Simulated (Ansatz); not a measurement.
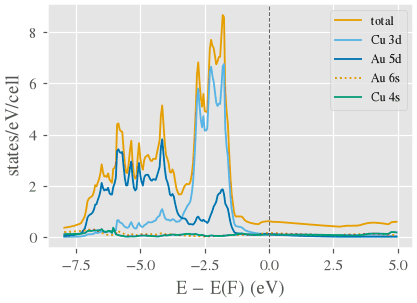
Total and projected density of states of CuAu (L1₀ or tetragonal B2, space group No. 123), PBEsol (plane waves, PAW; program Ansatz)

Question: Which orbitals carry the states next to the Fermi level?

Answer: Within 0.5 eV of the Fermi level: Au 6s 24 %, Cu 3d 18 %, Au 5d 18 %, Cu 4s 16 %, outside the projected shells 24 %. Projections are on Löwdin-orthogonalised atomic valence shells; empty p or d shells of many metals are not among them.

Question: Where is the tallest occupied peak in this window, and what makes it?

Answer: Near -1.8 eV, about 8.7 states/eV per cell; the largest projected share is Cu 3d.

Space group P4/mmm (L1₀ or tetragonal B2). Symmetry was held in the PBEsol relaxation; of distortions, only those at the zone centre were tested. The run is not spin-polarised. Scalar-relativistic: spin–orbit coupling is off unless named, which matters more the heavier the elements.

Potentials: the later of the program's two PAW sets.
